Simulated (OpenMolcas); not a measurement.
# One shape, several levels: GeH4O2 (SMILES [OH][GeH2][OH])

Aim: a comparison of 6 runs (BHLYP/cc-pVDZ, M06-L/cc-pVDZ, PBE0/cc-pVDZ, r2SCAN/cc-pVDZ, revPBE/cc-pVDZ, MP2/cc-pVDZ) of GeH4O2. 

The calculation is run with OpenMolcas 26.06.

1 further run of the same task is left out (set aside as unsound or not needed).

**1. The structure to begin with**

The species is GeH4O2 (7 atoms), meant as a singlet with charge 0. SMILES: `[OH][GeH2][OH]`. The O1–H4 distance was set to 1.726 Å, away from the relaxed value. At this shape a bond of the SMILES string is far longer than usual.

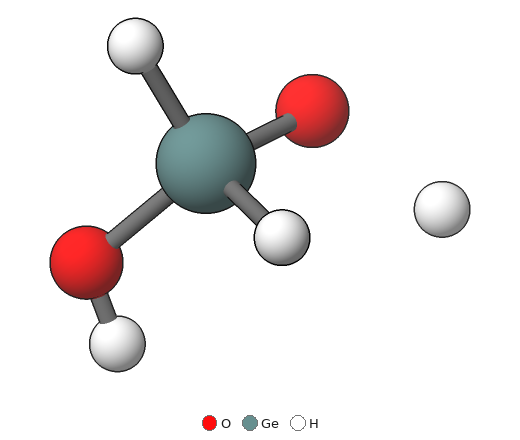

Viewed from a chosen angle; oxygen red, germanium teal, hydrogen white.

**2. A single-point energy at BHLYP/cc-pVDZ (run 1)**

struct.xyz reads:

```xyz
7

O     -1.376424    -0.413840     0.584632
Ge     0.138376     0.379160     1.063832
O      1.462276    -0.796740     1.159132
H     -1.634900    -0.418700    -1.122100
H      0.478276     1.462660     0.019432
H     -0.057624     0.865260     2.495832
H      1.740476    -1.133040     0.304732
```

job.inp reads:

```
&GATEWAY
 BASLIB
 $CurrDir
 COORD
 struct.xyz
 BASIS
 cc-pVDZ
 GROUP
 NoSym

&SEWARD
 GRIDINPUT
 Grid=UltraFine
 End of Grid

&SCF
 KSDFT
 HYB_GGA_XC_BHANDHLYP
 THRESHOLDS
 1e-10 1e-07 1e-07 1e-05
 PRORBITALS
 0
```

The basis set cc-pVDZ is read from a file made from the Basis Set Exchange's data (not shown).

Command:

```console
$ export MOLCAS_MEM=1860
$ pymolcas job.inp > job.log
```

The log of the run:

```text
--- Start Module: gateway ---
[...]
--- Stop Module: gateway /rc=_RC_ALL_IS_WELL_ ---
--- Start Module: seward ---
[...]
      Basis functions           75
--- Stop Module: seward /rc=_RC_ALL_IS_WELL_ ---
[...]
--- Start Module: scf ---
[...]
       Convergence after  15 Iterations
[...]
::    Total KS-DFT energy                           -2229.6080464405
[...]
      Total spin, S                                     0.0000000000
[...]
      Total electronic charge=   52.000000
      Total            charge=   -0.000000
[...]
      Dipole Moment (debye):
      Origin of the operator (angstrom)=    0.1104    0.0859    0.9845
                   X=  3.2701E-01               Y=  9.9780E-01               Z= -2.7128E+00           Total=  2.9089E+00
      Quadrupole Moment (debye*angstrom):
[...]
--- Stop Module: scf /rc=_RC_ALL_IS_WELL_ ---
[...]
```

Wall time 14 s (1 thread of Intel Xeon 6975P-C (Granite Rapids), shared host); peak memory 0.43 GiB.

**3. A single-point energy at M06-L/cc-pVDZ (run 2)**

geom.xyz reads:

```xyz
7

O     -1.376424    -0.413840     0.584632
Ge     0.138376     0.379160     1.063832
O      1.462276    -0.796740     1.159132
H     -1.634900    -0.418700    -1.122100
H      0.478276     1.462660     0.019432
H     -0.057624     0.865260     2.495832
H      1.740476    -1.133040     0.304732
```

calc.inp reads:

```
&GATEWAY
  BASLIB=$CurrDir
  COORD=geom.xyz
  BASIS=cc-pVDZ
  GROUP=NoSym

&SEWARD
  GRIDINPUT
  Grid=UltraFine
  End of Grid

&SCF
  KSDFT=M06L
  THRESHOLDS=1e-10 1e-07 1e-07 1e-05
  PRORBITALS=0
```

The basis set cc-pVDZ is read from a file made from the Basis Set Exchange's data (not shown).

Command:

```console
$ export MOLCAS_MEM=1860
$ pymolcas calc.inp > calc.log
```

The log of the run:

```text
--- Start Module: gateway ---
[...]
--- Stop Module: gateway /rc=_RC_ALL_IS_WELL_ ---
--- Start Module: seward ---
[...]
      Basis functions           75
--- Stop Module: seward /rc=_RC_ALL_IS_WELL_ ---
[...]
--- Start Module: scf ---
[...]
       Convergence after  19 Iterations
[...]
::    Total KS-DFT energy                           -2229.6480006631
[...]
      Total spin, S                                     0.0000000000
[...]
      Total electronic charge=   52.000000
      Total            charge=   -0.000000
[...]
      Dipole Moment (debye):
      Origin of the operator (angstrom)=    0.1104    0.0859    0.9845
                   X=  3.9362E-01               Y=  8.9406E-01               Z= -2.3875E+00           Total=  2.5796E+00
      Quadrupole Moment (debye*angstrom):
[...]
--- Stop Module: scf /rc=_RC_ALL_IS_WELL_ ---
[...]
```

Wall time 25 s (1 thread of Intel Xeon 6975P-C (Granite Rapids), shared host); peak memory 0.43 GiB.

Runs 3 to 5 aren't shown in full; the table further down has their settings and results.

**4. A single-point energy at MP2/cc-pVDZ (run 6)**

geom.xyz is that of step 3.

calc.input reads:

```
&GATEWAY
 BasLib
 $CurrDir
 Coord
 geom.xyz
 Basis
 cc-pVDZ
 Group
 NoSym

&SEWARD

&SCF
 Thresholds
 1e-10 1e-07 1e-07 1e-05
 PrOrbitals
 1 2

&MBPT2
 Frozen
 11
```

The basis set cc-pVDZ is read from a file made from the Basis Set Exchange's data (not shown).

Command:

```console
$ export MOLCAS_MEM=1860
$ pymolcas calc.input > calc.log
```

The log of the run:

```text
--- Start Module: gateway ---
[...]
--- Stop Module: gateway /rc=_RC_ALL_IS_WELL_ ---
[...]
      Basis functions           75
[...]
--- Start Module: scf ---
[...]
       Convergence after  17 Iterations
[...]
::    Total SCF energy                              -2227.2573709831
[...]
      Total spin, S                                     0.0000000000
[...]
      Total electronic charge=   52.000000
      Total            charge=   -0.000000
[...]
      Dipole Moment (debye):
      Origin of the operator (angstrom)=    0.1104    0.0859    0.9845
                   X=  3.5511E-01               Y=  1.1586E+00               Z= -2.8733E+00           Total=  3.1184E+00
      Quadrupole Moment (debye*angstrom):
[...]
--- Stop Module: scf /rc=_RC_ALL_IS_WELL_ ---
[...]
--- Start Module: mbpt2 ---
[...]
WARNING!
Default frozen orbitals as non valence orbitals is overwritten by user input.
Default values:  16
[...]
       Reference weight ( Cref**2 )         =        0.84416
::    Total MBPT2 energy                            -2227.7886225373
[...]
      Total MBPT2 calculations                           0.14      0.16
--- Stop Module: mbpt2 /rc=_RC_ALL_IS_WELL_ ---
[...]
```

It took 4.5 s on 1 thread of Intel Xeon 6975P-C (Granite Rapids), shared host; peak memory 0.43 GiB.

**5. All runs side by side**

```tsv
run	level	integration grid	frozen core orbitals	energy (Eh)	dipole moment (D) of the reference	HOMO energy (eV)	LUMO energy (eV)	wall time
1	BHLYP/cc-pVDZ	UltraFine	–	-2229.608046	2.91	-9.80	-2.51	14 s
2	M06-L/cc-pVDZ	UltraFine	–	-2229.648001	2.58	-6.82	-4.36	25 s
3	PBE0/cc-pVDZ	UltraFine	–	-2229.291360	2.79	-8.24	-3.59	14 s
4	r2SCAN/cc-pVDZ	UltraFine	–	-2229.636713	2.68	-6.89	-4.51	23 s
5	revPBE/cc-pVDZ	UltraFine	–	-2229.518684	2.46	-6.42	-4.54	19 s
6	MP2/cc-pVDZ	–	11	-2227.788623	3.12	-11.82	0.19	4.5 s
```

**6. What came out**

```
                                           quantity           value
                                run 6: total energy  -2227.78862 Eh
          run 6: dipole moment (mean-field density)          3.12 D
         run 6: HOMO energy (Hartree–Fock orbitals)       -11.82 eV
         run 6: LUMO energy (Hartree–Fock orbitals)         0.19 eV
       run 6: HOMO–LUMO gap (Hartree–Fock orbitals)        12.01 eV
run 6: correlation energy (11 core orbitals frozen)      -531.3 mEh
```

Over runs 1, 2, 3, 4, 5 the dipole moment (its size) runs from 2.46 D (revPBE/cc-pVDZ) to 2.91 D (BHLYP/cc-pVDZ). Over runs 1, 2, 3, 4, 5 the HOMO–LUMO gap runs from 1.88 eV (revPBE/cc-pVDZ) to 7.28 eV (BHLYP/cc-pVDZ). Totals of different functionals can't be ranked against each other. In runs 1, 2, 3, 4, 5, 6 a closed-shell determinant meets a far-stretched bond, which it describes badly. All runs together took 99 s, the longest 25 s.
